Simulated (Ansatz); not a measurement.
F₅H₂OTa

Input

```
crystal:
  periodic: [false, false, false]
  atoms:
    - { symbol: Ta, position_ang: [-0.225839, 0.285407, 0.063274] }
    - { symbol: F, position_ang: [1.644651, 0.134607, 0.369071] }
    - { symbol: F, position_ang: [-0.416879, 0.756834, 1.864471] }
    - { symbol: F, position_ang: [0.08344, -0.342738, -1.676749] }
    - { symbol: F, position_ang: [-0.747212, 1.946692, -0.525426] }
    - { symbol: F, position_ang: [-1.668195, -0.860967, 0.209847] }
    - { symbol: O, position_ang: [1.181847, -2.425118, 1.022514] }
    - { symbol: H, position_ang: [1.322001, -3.229495, 0.544413] }
    - { symbol: H, position_ang: [1.986985, -1.893322, 0.918586] }
basis:
  gaussian: { orbitals: def2-SVP }
hamiltonian:
  xc: hf
relax:
  f_tol: 0.03
  max_steps: 50
output:
  orbitals: {}
```

Command:

```sh
ansatz run input.yaml --threads 2 --pin off --max-ram 3072MiB --backend cpu --events-out ev --progress --plain --runs-dir out
```

The fields are those of the relaxed geometry.

Core potentials replace the inner electrons of Ta.

Theory: RHF/def2-SVP (Ansatz).

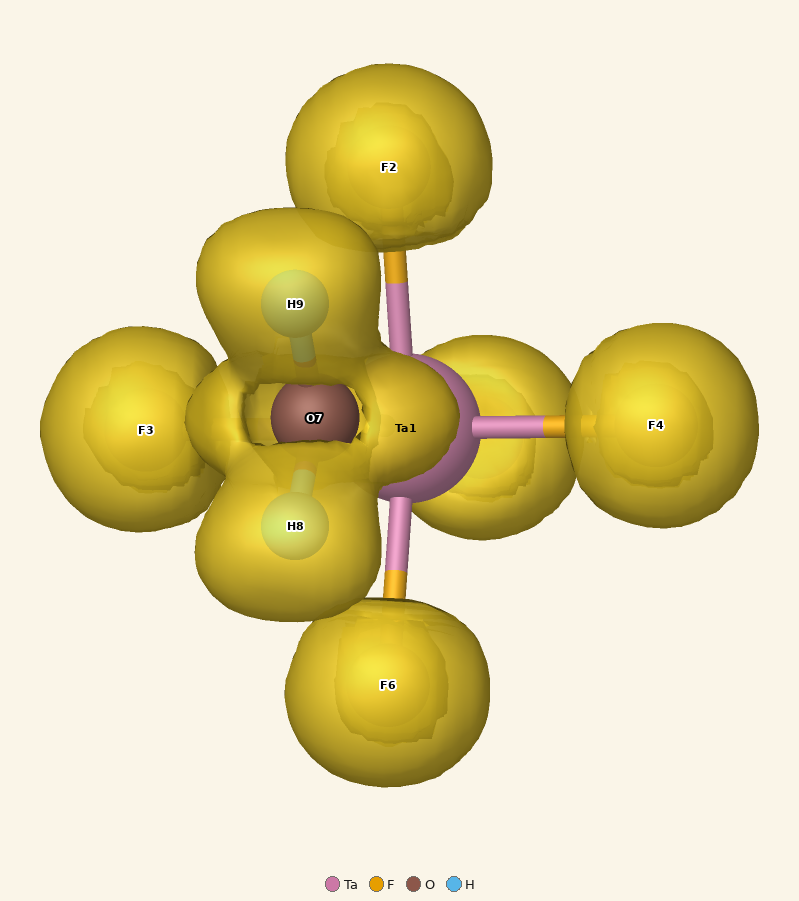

Figure 1. Isosurface of the ELF at 0.8 (yellow), seen at an oblique angle. Only the valence region is drawn (cores and ρ < 0.01 e/Å³ removed).

Describe the localisation domains.

The surface consists of five regions wrapped around F (the valence shell of each) and one joined region spread over several atoms (H, O), in which their bonds and any lone pairs are merged. Profiles from the grid: Ta–F (1.85 Å): the ELF peaks at about 0.85 in the valence shell of F, 0.5 Å from its nucleus, and drops to about 0.25 between the two atoms. Ta–O (2.25 Å): the ELF peaks at about 0.90 in the valence shell of O, 0.6 Å from its nucleus, and drops to about 0.10 between the two atoms.

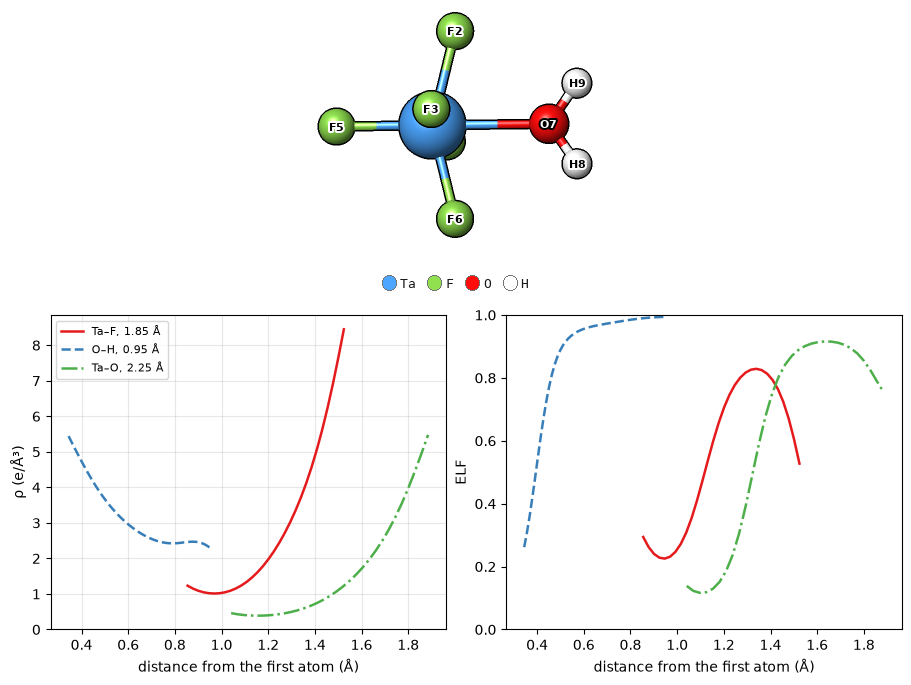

Figure 2. Electron density and electron localisation function along straight lines between neighbouring atoms. The curves leave out the atomic cores. The structure is drawn too.

What can be read from the curves?

Ta–F (1.85 Å): ρ is about 1 e/Å³ halfway; the ELF peaks at about 0.85 in the valence shell of F, 0.5 Å from its nucleus, and drops to about 0.25 between the two atoms.
O–H (0.95 Å): ρ at the midpoint is about 3.9 e/Å³; the ELF climbs to about 1 towards the hydrogen, as it does in any bond to H: a covalent bond by its length.
Ta–O (2.25 Å): ρ is about 0.39 e/Å³ halfway; the ELF peaks at about 0.90 in the valence shell of O, 0.6 Å from its nucleus, and drops to about 0.10 between the two atoms.

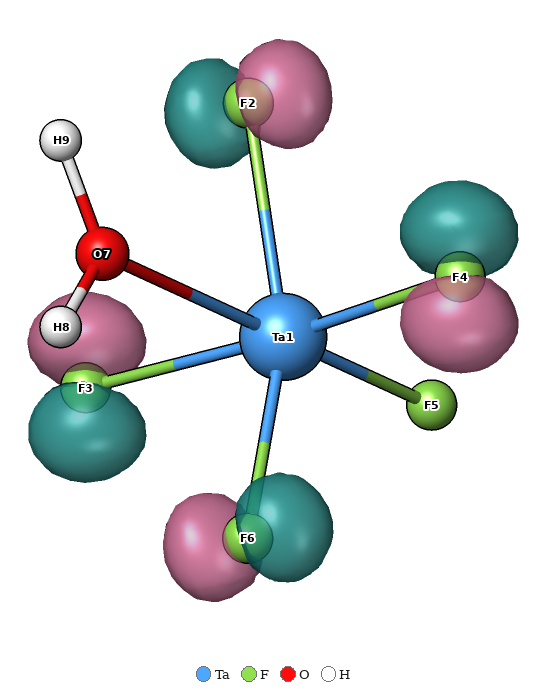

Figure 3. The HOMO at ±0.3 Å⁻³ᐟ² (teal and pink are the two phases), seen at an oblique angle.

Where does this orbital lie, and at what energy?

It lies mainly on F4 (about 25 %), F3 (about 25 %), F2 (about 20 %) and F6 (about 20 %); largely a combination of lone pairs on F4, F3, F2 and F6. Its energy is −16.82 eV.
